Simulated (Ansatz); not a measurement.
# Converging the k-point mesh at a smearing width of 0.05 eV: Tc (P-3m1, 2 atoms in the cell)

```
Tc
1.0
    1.36315    -2.36104     0.00000
    1.36315     2.36104     0.00000
    0.00000     0.00000     4.36805
Tc
2
Direct
  0.33333   0.66667   0.26145
  0.66667   0.33333   0.75000
```

Computed with PBEsol, default PAW files made with PBE (plane waves; Ansatz, a first-principles code).

Base settings: basis.ecutwfc = 36.7 Ry; kpoints.mp_grid.grid = 14 14 8; hamiltonian.xc = pbesol; hamiltonian.pseudopotentials = {kind: paw} (the program's default PAW files); scf.occupations.method = gaussian; scf.occupations.width = 0.0073 Ry.

In this ladder: scf.occupations.width = 0.0037 Ry.

The second cell is the first with its lattice scaled by 0.98.

Only quantities that move along the ladder and can be compared are tabulated.

The count of work is k-points × plane waves × bands × iterations; it is no time. 

The starting cell has typed, rounded lattice constants, without a prior relaxation at this level. Its lattice was rescaled by up to half a per cent. One atom was moved a little off its site on purpose. Spin polarisation is off. Ansatz's pressure includes its estimate of the finite-basis (Pulay) stress. The cutoff lies below the one recommended for these files.

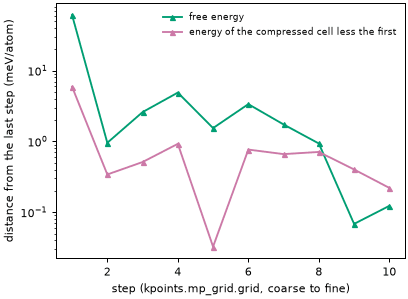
Distance from the last step along the ladder; very small values are drawn at a floor.

| kpoints.mp_grid.grid | free energy less the last step's (meV/atom) | energy of the compressed cell less the first (meV/atom) | pressure (GPa) | largest difference of a force vector from the last step's (eV/Å) | count of work / last |
|---|---|---|---|---|---|
| 5 5 3 | -60.97 | 44.11 | -2.05 | 0.260 | 0.0066 |
| 6 6 3 | 0.96 | 49.68 | -0.95 | 0.148 | 0.011 |
| 7 7 4 | -2.59 | 49.51 | -1.02 | 0.287 | 0.015 |
| 9 9 5 | 4.89 | 50.95 | -0.75 | 0.027 | 0.028 |
| 10 10 6 | 1.54 | 50.06 | -0.88 | 0.088 | 0.040 |
| 12 12 7 | 3.36 | 49.26 | -0.99 | 0.014 | 0.062 |
| 15 15 8 | 1.74 | 49.36 | -1.03 | 0.051 | 0.11 |
| 18 18 10 | -0.94 | 49.31 | -1.03 | 0.015 | 0.18 |
| 22 22 12 | 0.07 | 49.62 | -0.97 | 0.001 | 0.31 |
| 27 27 15 | -0.12 | 49.80 | -0.95 | 0.011 | 0.57 |
| 33 33 18 | 0.00 | 50.02 | -0.91 | 0.000 | 1.0 |

Coarsest kpoints.mp_grid.grid that holds the free energy within 2 meV/atom of the last step, with all finer ones: 15 15 8, at 0.11 of the last step's count of work; the step before is off by 3.4 meV/atom.

Coarsest kpoints.mp_grid.grid that holds the energy of the compressed cell less the first within 1 meV/atom of the last step, with all finer ones: 6 6 3, at 0.011 of the last step's count of work; the step before is off by 5.9 meV/atom.

Coarsest kpoints.mp_grid.grid that holds the pressure within 0.5 GPa of the last step, with all finer ones: 6 6 3, at 0.011 of the last step's count of work; the step before is off by 1.1 GPa.

The energy difference between the two cells stays within 1 meV/atom of the last step's from 6 6 3 on, the total only from 18 18 10 on: much of the error is common to both cells and cancels.

Keys are those of Ansatz 0.2.
